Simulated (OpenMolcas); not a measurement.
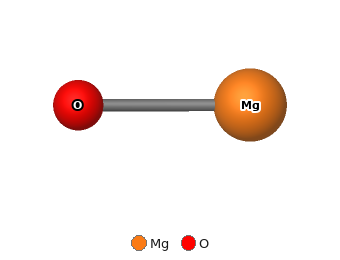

The molecule at the reference distance of 1.817 Å.

# MgO⁺: relativistic diatomic calculation (part 1 of 2)

- system: MgO⁺.
- method: SA-CASSCF(5,7)/XMS-CASPT2 + RASSI spin-orbit (X2C scalar, AMFI), ANO-RCC-VTZP (OpenMolcas)

Input file:
```
&GATEWAY
Coord
2
angstrom
Mg 0.0 0.0 0.0
O 0.0 0.0 1.8170
Basis=ANO-RCC-VTZP
Group=XY
RX2C
AMFI
ANGMom
0.0 0.0 0.0
RICD
&SEWARD
&GUESSORB
&RASSCF
FileOrb=$CurrDir/o22.orb
Symmetry=2
Spin=2
nActEl=5 0 0
Inactive=5 2
RAS2=3 4
CIRoot=6 6 1
Linear
Iterations=120 100
OrbListing=Nothing
PRWF=0.15
>>COPY $Project.RasOrb $CurrDir/o22.orb
>>COPY $Project.rasscf.h5 $CurrDir/r22.h5
&CASPT2
XMultistate=all
Imaginary=0.2
IPEA=0.25
MaxIter=40
>>COPY $Project.JobMix JOB001
&RASSCF
FileOrb=$CurrDir/o41.orb
Symmetry=1
Spin=4
nActEl=5 0 0
Inactive=5 2
RAS2=3 4
CIRoot=1 1 1
Linear
Iterations=120 100
OrbListing=Nothing
PRWF=0.15
>>COPY $Project.RasOrb $CurrDir/o41.orb
>>COPY $Project.rasscf.h5 $CurrDir/r41.h5
&CASPT2
XMultistate=all
Imaginary=0.2
IPEA=0.25
MaxIter=40
>>COPY $Project.JobMix JOB002
&RASSCF
CIOnly
FileOrb=$CurrDir/ref.orb
Symmetry=2
Spin=4
nActEl=5 0 0
Inactive=5 2
RAS2=3 4
CIRoot=4 4 1
Linear
Iterations=120 100
OrbListing=Nothing
PRWF=0.15
>>COPY $Project.RasOrb $CurrDir/o42.orb
>>COPY $Project.rasscf.h5 $CurrDir/r42.h5
&CASPT2
XMultistate=all
Imaginary=0.2
IPEA=0.25
MaxIter=40
>>COPY $Project.JobMix JOB003
&RASSI
Nr of JobIphs=3 6 1 4
1 2 3 4 5 6
1
1 2 3 4
SpinOrbit
EJob
Omega
MEES
MESO
Properties=4
'AngMom' 3 'Mltpl  1' 1 'Mltpl  1' 2 'Mltpl  1' 3
Thrs=1.0d-4
>>COPY $Project.rassi.h5 $CurrDir/so.h5
```

The first orbital files come from an earlier step.

Launched with:
```bash
pymolcas m.inp (one call a module block, same work directory)
```

Log (extracts):
```
++    Wave function specifications:
      Number of closed shell electrons          14
      Number of electrons in active shells       5
      Number of inactive orbitals                7
      Number of active orbitals                  7
      Number of secondary orbitals              50
      Spin quantum number                      0.5
      State symmetry                             2
++    Orbital specifications:
      Symmetry species                           1   2
                                                 a   b
      Frozen orbitals                            0   0
      Inactive orbitals                          5   2
      Active orbitals                            3   4
      RAS2 orbitals                              3   4
      Secondary orbitals                        26  24
      Number of basis functions                 34  30
      printout of CI-coefficients larger than  0.15 for root  1
      energy=    -274.619441
      conf/sym  111 2222     Coeff  Weight
            64  200 u200   0.89213 0.79590
            73  ud0 u200  -0.38735 0.15004
      printout of CI-coefficients larger than  0.15 for root  2
      energy=    -274.619441
      conf/sym  111 2222     Coeff  Weight
            28  200 2u00   0.89213 0.79590
            31  ud0 2u00  -0.38735 0.15004
      printout of CI-coefficients larger than  0.15 for root  3
      energy=    -274.489105
      conf/sym  111 2222     Coeff  Weight
            31  ud0 2u00   0.16690 0.02786
            55  uu0 2d00   0.15255 0.02327
            64  200 u200   0.33952 0.11527
            73  ud0 u200   0.65914 0.43447
           118  uu0 d200   0.60247 0.36297
      printout of CI-coefficients larger than  0.15 for root  4
      energy=    -274.489105
      conf/sym  111 2222     Coeff  Weight
            28  200 2u00  -0.33952 0.11527
            31  ud0 2u00  -0.65914 0.43447
            55  uu0 2d00  -0.60247 0.36297
            73  ud0 u200   0.16690 0.02786
           118  uu0 d200   0.15255 0.02327
      printout of CI-coefficients larger than  0.15 for root  5
      energy=    -274.427871
      conf/sym  111 2222     Coeff  Weight
            28  200 2u00  -0.17444 0.03043
            31  ud0 2u00  -0.60239 0.36287
            55  uu0 2d00   0.76475 0.58484
      printout of CI-coefficients larger than  0.15 for root  6
      energy=    -274.427871
      conf/sym  111 2222     Coeff  Weight
            64  200 u200  -0.17444 0.03043
            73  ud0 u200  -0.60239 0.36287
           118  uu0 d200   0.76475 0.58484
      Natural orbitals and occupation numbers for root  1
      sym 1:   1.949205   0.046728   0.003886
      sym 2:   0.991795   1.978446   0.008768   0.021172
      Natural orbitals and occupation numbers for root  2
      sym 1:   1.949205   0.046728   0.003886
      sym 2:   1.978446   0.991795   0.021172   0.008768
      Natural orbitals and occupation numbers for root  3
      sym 1:   1.356658   0.634205   0.009322
      sym 2:   0.992356   1.979904   0.008033   0.019523
      Natural orbitals and occupation numbers for root  4
      sym 1:   1.356658   0.634205   0.009322
      sym 2:   1.979904   0.992356   0.019523   0.008033
      Natural orbitals and occupation numbers for root  5
      sym 1:   1.144059   0.847784   0.008447
      sym 2:   1.982795   0.993527   0.016439   0.006950
      Natural orbitals and occupation numbers for root  6
      sym 1:   1.144059   0.847784   0.008447
      sym 2:   0.993527   1.982795   0.006950   0.016439
      RASSCF energy for state  6                   -274.42787149
::    RASSCF root number  1 Total energy:   -274.61944139
::    RASSCF root number  2 Total energy:   -274.61944139
::    RASSCF root number  3 Total energy:   -274.48910514
::    RASSCF root number  4 Total energy:   -274.48910514
::    RASSCF root number  5 Total energy:   -274.42787149
::    RASSCF root number  6 Total energy:   -274.42787149
      Von Neumann Entropy (Root   1) =  0.80136
++    Wave function specifications:
      Number of closed shell electrons           8
      Number of electrons in active shells       5
      Number of inactive orbitals                4
      Number of active orbitals                  7
      Number of secondary orbitals              50
      Spin quantum number                      0.5
      State symmetry                             2
      Number of CSFs                           248
      Number of CASSCF root(s) available         6
      CASPT2 state passed to geometry opt.       6
      A file JOBMIX will be created
      This is a MULTI-STATE CASSCF reference
      Number of CI roots used                    6
      These are:                                 1   2   3   4   5   6
      Off-diagonal elements of Heff are computed
  FINAL CASPT2 RESULT:
      Reference energy:        -274.6194413925
      E2 (Non-variational):      -0.3312974770
      Shift correction:          -0.0005400522
      E2 (Variational):          -0.3318375293
      Total energy:            -274.9512789218
      Reference weight:           0.95276
  FINAL CASPT2 RESULT:
      Reference energy:        -274.6194413888
      E2 (Non-variational):      -0.3312974824
      Shift correction:          -0.0005400523
      E2 (Variational):          -0.3318375347
      Total energy:            -274.9512789235
      Reference weight:           0.95276
  FINAL CASPT2 RESULT:
      Reference energy:        -274.4891051347
      E2 (Non-variational):      -0.3122943554
      Shift correction:          -0.0004773323
      E2 (Variational):          -0.3127716877
      Total energy:            -274.8018768224
      Reference weight:           0.95734
  FINAL CASPT2 RESULT:
      Reference energy:        -274.4891051341
      E2 (Non-variational):      -0.3122943519
      Shift correction:          -0.0004773322
      E2 (Variational):          -0.3127716840
      Total energy:            -274.8018768181
      Reference weight:           0.95734
  FINAL CASPT2 RESULT:
      Reference energy:        -274.4278714848
      E2 (Non-variational):      -0.3150170525
      Shift correction:          -0.0004672288
      E2 (Variational):          -0.3154842813
      Total energy:            -274.7433557661
      Reference weight:           0.95745
  FINAL CASPT2 RESULT:
      Reference energy:        -274.4278714843
      E2 (Non-variational):      -0.3150170453
      Shift correction:          -0.0004672288
      E2 (Variational):          -0.3154842740
      Total energy:            -274.7433557584
      Reference weight:           0.95745
       Total XMS-CASPT2 energies:
::    XMS-CASPT2 Root  1     Total energy:   -274.94769328
::    XMS-CASPT2 Root  2     Total energy:   -274.94769327
::    XMS-CASPT2 Root  3     Total energy:   -274.80392514
::    XMS-CASPT2 Root  4     Total energy:   -274.80392513
::    XMS-CASPT2 Root  5     Total energy:   -274.74489309
::    XMS-CASPT2 Root  6     Total energy:   -274.74489309
++    Wave function specifications:
      Number of closed shell electrons          14
      Number of electrons in active shells       5
      Number of inactive orbitals                7
      Number of active orbitals                  7
      Number of secondary orbitals              50
      Spin quantum number                      1.5
      State symmetry                             1
      printout of CI-coefficients larger than  0.15 for root  1
      energy=    -274.553169
      conf/sym  111 2222     Coeff  Weight
             2  2u0 uu00  -0.99448 0.98900
      Natural orbitals and occupation numbers for root  1
      sym 1:   1.986391   1.000284   0.012019
      sym 2:   0.996690   0.996690   0.003963   0.003963
      RASSCF energy for state  1                   -274.55316910
::    RASSCF root number  1 Total energy:   -274.55316910
      Von Neumann Entropy (Root   1) =  1.59111
++    Wave function specifications:
      Number of closed shell electrons           8
      Number of electrons in active shells       5
      Number of inactive orbitals                4
      Number of active orbitals                  7
      Number of secondary orbitals              50
      Spin quantum number                      1.5
      State symmetry                             1
      Number of CSFs                           112
      Number of CASSCF root(s) available         1
      CASPT2 state passed to geometry opt.       1
      A file JOBMIX will be created
      This is a CASSCF or RASSCF reference function
  FINAL CASPT2 RESULT:
      Reference energy:        -274.5531690841
      E2 (Non-variational):      -0.3008520434
      Shift correction:          -0.0003203466
      E2 (Variational):          -0.3011723900
      Total energy:            -274.8543414741
      Reference weight:           0.96223
++    Wave function specifications:
      Number of closed shell electrons          14
      Number of electrons in active shells       5
      Number of inactive orbitals                7
      Number of active orbitals                  7
      Number of secondary orbitals              50
      Spin quantum number                      1.5
      State symmetry                             2
      printout of CI-coefficients larger than  0.15 for root  1
      energy=    -274.517206
      conf/sym  111 2222     Coeff  Weight
            13  uu0 2u00  -0.98197 0.96427
      printout of CI-coefficients larger than  0.15 for root  2
      energy=    -274.517206
      conf/sym  111 2222     Coeff  Weight
            56  uu0 u200  -0.98197 0.96427
      printout of CI-coefficients larger than  0.15 for root  3
      energy=    -273.767874
      conf/sym  111 2222     Coeff  Weight
            23  200 uu0u   0.89320 0.79781
            26  ud0 uu0u  -0.23518 0.05531
            65  u0u u200  -0.34866 0.12156
      printout of CI-coefficients larger than  0.15 for root  4
      energy=    -273.767874
      conf/sym  111 2222     Coeff  Weight
            16  u0u 2u00  -0.34866 0.12156
            22  200 uuu0   0.89320 0.79781
            25  ud0 uuu0  -0.23518 0.05531
      Natural orbitals and occupation numbers for root  1
      sym 1:   0.995470   0.999995   0.004799
      sym 2:   1.983749   0.995183   0.015666   0.005137
      Natural orbitals and occupation numbers for root  2
      sym 1:   0.995470   0.999995   0.004799
      sym 2:   0.995183   1.983749   0.005137   0.015666
      Natural orbitals and occupation numbers for root  3
      sym 1:   1.846063   0.014854   0.138862
      sym 2:   0.994422   1.122445   0.005881   0.877473
      Natural orbitals and occupation numbers for root  4
      sym 1:   1.846063   0.014854   0.138862
      sym 2:   1.122445   0.994422   0.877472   0.005881
      RASSCF energy for state  4                   -273.76787405
::    RASSCF root number  1 Total energy:   -274.51720589
::    RASSCF root number  2 Total energy:   -274.51720589
::    RASSCF root number  3 Total energy:   -273.76787419
::    RASSCF root number  4 Total energy:   -273.76787405
      Von Neumann Entropy (Root   1) =  1.61151
++    Wave function specifications:
      Number of closed shell electrons           8
      Number of electrons in active shells       5
      Number of inactive orbitals                4
      Number of active orbitals                  7
      Number of secondary orbitals              50
      Spin quantum number                      1.5
      State symmetry                             2
      Number of CSFs                           112
      Number of CASSCF root(s) available         4
      CASPT2 state passed to geometry opt.       4
      A file JOBMIX will be created
      This is a MULTI-STATE CASSCF reference
      Number of CI roots used                    4
      These are:                                 1   2   3   4
      Off-diagonal elements of Heff are computed
  FINAL CASPT2 RESULT:
      Reference energy:        -274.5172061735
      E2 (Non-variational):      -0.3121164342
      Shift correction:          -0.0004817136
      E2 (Variational):          -0.3125981478
      Total energy:            -274.8298043212
      Reference weight:           0.95753
  FINAL CASPT2 RESULT:
      Reference energy:        -274.5172061728
      E2 (Non-variational):      -0.3121164385
      Shift correction:          -0.0004817137
      E2 (Variational):          -0.3125981521
      Total energy:            -274.8298043249
      Reference weight:           0.95753
  FINAL CASPT2 RESULT:
      Reference energy:        -273.7678744729
      E2 (Non-variational):      -0.9830434831
      Shift correction:          -0.1029536492
      E2 (Variational):          -1.0859971322
      Total energy:            -274.8538716051
      Reference weight:           0.43536
  FINAL CASPT2 RESULT:
      Reference energy:        -273.7678743316
      E2 (Non-variational):      -0.9830436593
      Shift correction:          -0.1029538146
      E2 (Variational):          -1.0859974739
      Total energy:            -274.8538718054
      Reference weight:           0.43536
       Total XMS-CASPT2 energies:
::    XMS-CASPT2 Root  1     Total energy:   -274.86163787
::    XMS-CASPT2 Root  2     Total energy:   -274.86163770
::    XMS-CASPT2 Root  3     Total energy:   -274.82203826
::    XMS-CASPT2 Root  4     Total energy:   -274.82203823
  SPIN-FREE ENERGIES:
  (Shifted by EMIN (a.u.) =       -274.9476932826)
 SF State       Relative EMIN(au)   Rel lowest level(eV)    D:o, cm**(-1)      Abs_M
     1             0.0000000000        0.0000000000              0.0000         1.0
     2             0.0000000076        0.0000002059              0.0017         1.0
     8             0.0860554150        2.3416871368          18886.9805         1.0
     9             0.0860555859        2.3416917860          18887.0180         1.0
     7             0.0933518085        2.5402321166          20488.3537         0.0
    10             0.1256550234        3.4192473757          27578.0899         1.0
    11             0.1256550492        3.4192480769          27578.0956         1.0
     3             0.1437681473        3.9121305850          31553.4611         1.0
     4             0.1437681498        3.9121306547          31553.4617         1.0
     5             0.2028001884        5.5184742574          44509.4966         1.0
     6             0.2028001919        5.5184743530          44509.4974         1.0
```

(Continued in part 2.) Outcome of the run: converged.
